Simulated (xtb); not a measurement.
# Frequency calculation, with input and output: Si3H6 (part 1 of 2)

The run: frequency calculation of Si3H6, SMILES [SiH2]1[SiH2][SiH2]1. Method and program: GFN2-xTB (xtb 6.7.1 later snapshot).

The geometry was optimised with GFN2-xTB.

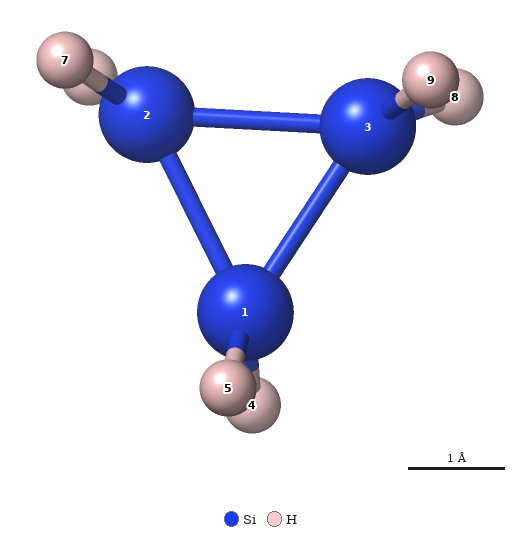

*The structure as given in the input (ball-and-stick view, seen on its broad side; atoms are numbered from 1 in the order of the input).*

Bond lengths as drawn: H–Si 1.47 Å and Si–Si 2.34 Å.

The input (mol.xyz)
```
9
start
Si    -1.20515500    -0.17268100    -0.58662600
Si     0.90715000     0.83537900    -0.55279700
Si     0.29808700    -0.66279100     1.13941000
H     -1.56453500    -1.17028100    -1.59923500
H     -2.42866000     0.59813800    -0.34452600
H      1.93483600     0.49985800    -1.54325800
H      1.07078700     2.26823200    -0.28841500
H      0.92576800    -1.98229000     1.26047600
H      0.06172300    -0.21366500     2.51497100
```

File input.inp
```
$chrg 0
$spin 0
$end
```

Launched with:
```bash
xtb mol.xyz --hess --raman --ptb --input input.inp --parallel 1 > mol.out
```

Output
```
* xtb version 6.7.1
   ID    Z sym.   atoms
    1   14 Si     1-3
    2    1 H      4-9

           -------------------------------------------------
          |                Calculation Setup                |
           -------------------------------------------------

          program call               : xtb mol.xyz --hess --raman --ptb --input input.inp --parallel 1
          coordinate file            : mol.xyz
          omp threads                :                     1

           -------------------------------------------------
          |                 G F N 2 - x T B                 |
           -------------------------------------------------

      * Hamiltonian:
        H0-scaling (s, p, d)           1.850000    2.230000    2.230000
        zeta-weighting                 0.500000
      * Dispersion:
        s8                             2.700000
        a1                             0.520000
        a2                             5.000000
        s9                             5.000000
      * Repulsion:
        kExp                           1.500000    1.000000
        rExp                           1.000000
      * Coulomb:
        alpha                          2.000000
        third order                    shell-resolved
        anisotropic                    true
        a3                             3.000000
        a5                             4.000000
        cn-shift                       1.200000
        cn-exp                         4.000000
        max-rad                        5.000000

          ...................................................
          :                      SETUP                      :
          :.................................................:
          :  # basis functions                  36          :
          :  # atomic orbitals                  33          :
          :  # shells                           15          :
          :  # electrons                        18          :
          :  max. iterations                   250          :
          :  Hamiltonian                  GFN2-xTB          :
          :  restarted?                      false          :
          :  GBSA solvation                  false          :
          :  PC potential                    false          :
          :  electronic temp.          300.0000000     K    :
          :  accuracy                    1.0000000          :
          :  -> integral cutoff          0.2500000E+02      :
          :  -> integral neglect         0.1000000E-07      :
          :  -> SCF convergence          0.1000000E-05 Eh   :
          :  -> wf. convergence          0.1000000E-03 e    :
          :  Broyden damping             0.4000000          :
          :  net charge                          0          :
          :  unpaired electrons                  0          :
          ...................................................

 iter      E             dE          RMSdq      gap      omega  full diag
   1     -8.1527966 -0.815280E+01  0.544E+00    3.27       0.0  T
   2     -8.2126906 -0.598940E-01  0.217E+00    3.14       1.0  T
   3     -8.2135636 -0.873038E-03  0.113E+00    3.12       1.0  T
   4     -8.2136154 -0.517703E-04  0.168E-01    3.14       1.0  T
   5     -8.2136177 -0.228694E-05  0.968E-02    3.14       1.0  T
   6     -8.2136240 -0.628766E-05  0.198E-02    3.14       1.7  T
   7     -8.2136240  0.195553E-07  0.134E-02    3.14       2.5  T
   8     -8.2136241 -0.143211E-06  0.630E-03    3.14       5.3  T
   9     -8.2136241 -0.248141E-07  0.166E-03    3.14      20.1  T
  10     -8.2136241 -0.898828E-09  0.212E-04    3.14     156.9  T
  11     -8.2136241 -0.283471E-10  0.317E-05    3.14    1051.1  T

   *** convergence criteria satisfied after 11 iterations ***

         #    Occupation            Energy/Eh            Energy/eV
      -------------------------------------------------------------
         1        2.0000           -0.7684870             -20.9116
       ...           ...                  ...                  ...
         3        2.0000           -0.6167514             -16.7827
         4        2.0000           -0.4221378             -11.4870
         5        2.0000           -0.4146493             -11.2832
         6        2.0000           -0.4146476             -11.2831
         7        2.0000           -0.3988472             -10.8532
         8        2.0000           -0.3193163              -8.6890
         9        2.0000           -0.3193103              -8.6889 (HOMO)
        10                         -0.2039833              -5.5507 (LUMO)
        11                         -0.2025916              -5.5128
        12                         -0.1811652              -4.9298
        13                         -0.1811639              -4.9297
        14                         -0.1560668              -4.2468
       ...                                ...                  ...
        33                          1.0500219              28.5726
      -------------------------------------------------------------
                  HL-Gap            0.1153270 Eh            3.1382 eV
             Fermi-level           -0.2616468 Eh           -7.1198 eV

 SCC (total)                   0 d,  0 h,  0 min,  0.004 sec
 SCC setup                      ...        0 min,  0.000 sec (  1.323%)
 Dispersion                     ...        0 min,  0.000 sec (  0.614%)
 classical contributions        ...        0 min,  0.000 sec (  0.131%)
 integral evaluation            ...        0 min,  0.001 sec ( 14.635%)
 iterations                     ...        0 min,  0.003 sec ( 58.159%)
 molecular gradient             ...        0 min,  0.001 sec ( 23.315%)
 printout                       ...        0 min,  0.000 sec (  1.615%)

         :::::::::::::::::::::::::::::::::::::::::::::::::::::
         ::                     SUMMARY                     ::
         :::::::::::::::::::::::::::::::::::::::::::::::::::::
         :: total energy              -8.142071991004 Eh    ::
         :: gradient norm              0.000027278221 Eh/a0 ::
         :: HOMO-LUMO gap              3.138207055954 eV    ::
         ::.................................................::
         :: SCC energy                -8.213618119044 Eh    ::
         :: -> isotropic ES            0.013383592623 Eh    ::
         :: -> anisotropic ES         -0.002092230328 Eh    ::
         :: -> anisotropic XC          0.006568442296 Eh    ::
         :: -> dispersion             -0.006150374298 Eh    ::
         :: repulsion energy           0.071546128040 Eh    ::
         :: add. restraining           0.000000000000 Eh    ::
         :: total charge              -0.000000000000 e     ::
         :::::::::::::::::::::::::::::::::::::::::::::::::::::

           -------------------------------------------------
          |                Numerical Hessian                |
           -------------------------------------------------
step length          :   0.00500
SCC accuracy         :   0.30000
Hessian scale factor :   1.00000
frozen atoms in %    :   0.00000    0
RMS gradient         :   0.00003
estimated CPU  time      0.00 min
Hessian matrix computed using GFN2-xTB.

           -------------------------------------------------
          |                      P T B                      |
           -------------------------------------------------

                              @@@ @

Calculating vibrational intensities using PTB ...
estimated CPU  time      0.01 min
... done.

writing file <hessian>, containing the non-mass-weighted Hessian matrix in atomic units (Eₕ/Bohr²).

 projected vibrational frequencies (cm⁻¹)
eigval :       -0.00    -0.00    -0.00     0.00     0.00     0.00
eigval :      175.30   246.03   246.09   292.74   336.75   336.77
eigval :      424.06   424.08   453.73   498.89   596.83   597.04
eigval :      784.80   803.46   803.52  2162.48  2169.98  2170.02
eigval :     2193.30  2193.31  2201.36
           -------------------------------------------------
          |                Property Printout                |
           -------------------------------------------------

    * Orbital Energies and Occupations

         #    Occupation            Energy/Eh            Energy/eV
      -------------------------------------------------------------
         1        2.0000           -0.7684866             -20.9116
         2        2.0000           -0.6167516             -16.7827
         3        2.0000           -0.6167511             -16.7827
         4        2.0000           -0.4221376             -11.4869
         5        2.0000           -0.4146492             -11.2832
         6        2.0000           -0.4146474             -11.2831
         7        2.0000           -0.3988470             -10.8532
         8        2.0000           -0.3193160              -8.6890
         9        2.0000           -0.3193100              -8.6889 (HOMO)
        10                         -0.2039830              -5.5507 (LUMO)
        11                         -0.2025913              -5.5128
        12                         -0.1811650              -4.9298
        13                         -0.1811636              -4.9297
        14                         -0.1560664              -4.2468
        15                         -0.1299094              -3.5350
        16                         -0.1299030              -3.5348
        17                         -0.1143714              -3.1122
        18                         -0.1143681              -3.1121
        19                         -0.0600810              -1.6349
        20                         -0.0420421              -1.1440
       ...                                ...                  ...
        33                          1.0500221              28.5726
      -------------------------------------------------------------
                  HL-Gap            0.1153270 Eh            3.1382 eV
             Fermi-level           -0.2616465 Eh           -7.1198 eV

     #   Z          covCN         q      C6AA      α(0)
     1  14          3.701     0.249   103.582    19.492
     2  14          3.701     0.249   103.582    19.492
     3  14          3.701     0.249   103.581    19.492
     4   1          0.918    -0.125     6.516     3.992
     5   1          0.918    -0.125     6.515     3.992
     6   1          0.918    -0.125     6.515     3.992
     7   1          0.918    -0.125     6.516     3.992
     8   1          0.918    -0.125     6.515     3.992
     9   1          0.918    -0.125     6.516     3.992

 Mol. C6AA /au·bohr⁶  :       2082.974514
 Mol. C8AA /au·bohr⁸  :      96455.132482
 Mol. α(0) /au        :         82.428513

Wiberg/Mayer (AO) data.
largest (>0.10) Wiberg bond orders for each atom
```
